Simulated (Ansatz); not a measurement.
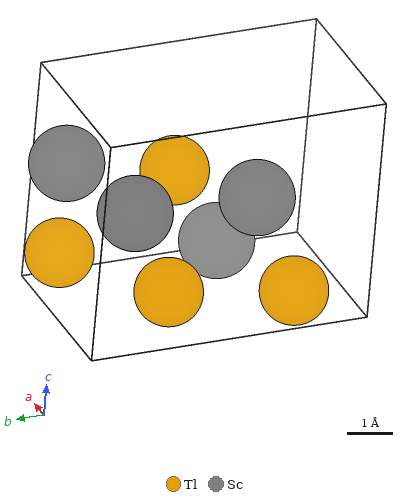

Starting frame of a dynamics run of an amorphous cell of composition ScTl (8 atoms in the cell). The picture is a spheres-only view of the simulation cell, seen from a free direction.

Level of theory: Ansatz, DFT, PAW plane waves, PBE.

Input file:
```yaml
crystal:
  lattice:
    - [6.25772, -0.706744, 0.473137]
    - [-1.142125, 6.986513, -0.057577]
    - [-0.11511, -0.481179, 4.864823]
  atoms:
    - { symbol: Tl, position: [0.304433, 0.190924, 0.042269] }
    - { symbol: Tl, position: [0.662566, 0.568317, 0.541609] }
    - { symbol: Tl, position: [0.84963, 0.911524, 0.14997] }
    - { symbol: Tl, position: [0.447109, 0.611086, 0.064646] }
    - { symbol: Sc, position: [0.849319, 0.336745, 0.089358] }
    - { symbol: Sc, position: [0.610761, 0.9829, 0.679012] }
    - { symbol: Sc, position: [0.100362, 0.859476, 0.622319] }
    - { symbol: Sc, position: [0.175333, 0.394179, 0.571592] }
kpoints:
  mp_grid: { grid: [3, 2, 3] }
magnetization:
  spin_polarized: false
scf:
  occupations: { method: cold, width: 0.15 }
hamiltonian:
  pseudopotentials: { kind: paw }
  xc: pbe
basis:
  ecutwfc: 420
md:
  timestep: 0.5
  n_steps: 60
  ensemble: nvt_nose_hoover
  temperature: 2000.0
  initial_velocities: maxwell_boltzmann
  seed: 837028
```

Command:
```bash
ansatz run input.yaml --threads 2 --pin off --max-ram 2560MiB --backend cpu --events-out ev --progress --plain --runs-dir out
```

Q: Predict how the run goes.

A: The mean temperature in the second half is 1438 K (standard deviation 144 K). The potential energy is still drifting at the end, so the run hasn't reached equilibrium. The potential energy in the second half lies on average 64.3 meV per atom above the first frame. In the second half of the run the atoms are, in the root-mean-square, this far from where they began (common drift taken out): Sc 0.24 Å, Tl 0.09 Å. The run lasts only 30 fs, too short to tell vibration from diffusion.

Along the run (each row but the first and the last is the mean over the interval that it begins):

| time (fs) | potential energy (meV/atom) | T (K) |
| --- | --- | --- |
| 0.0 | 0.0 | 2000 |
| 3.0 | 6.5 | 1942 |
| 6.0 | 13.0 | 1885 |
| 9.0 | 21.0 | 1815 |
| 12.0 | 30.4 | 1732 |
| 15.0 | 40.9 | 1641 |
| 18.0 | 52.1 | 1543 |
| 21.0 | 63.6 | 1443 |
| 24.0 | 74.9 | 1346 |
| 27.0 | 85.6 | 1255 |
| 30.0 | 91.3 | 1206 |

The paths of the atoms, magnified 2 times:

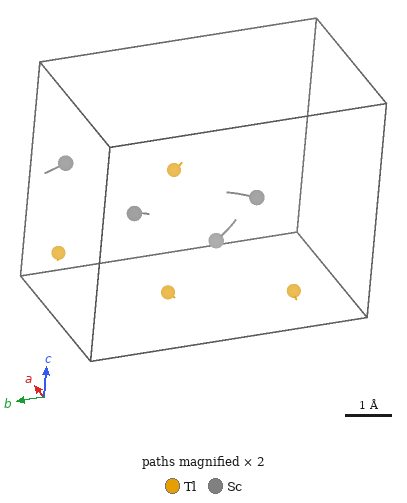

Limits of the set-up: the k-point mesh is coarse for a cell with partly filled bands; the periodic images lie only 4.9 Å apart, so the values are limited by the cell's size.

The run took 90 s on 2 threads of Intel(R) Xeon(R) 6975P-C (Granite Rapids), on a shared host, peak memory 0.63 GiB.
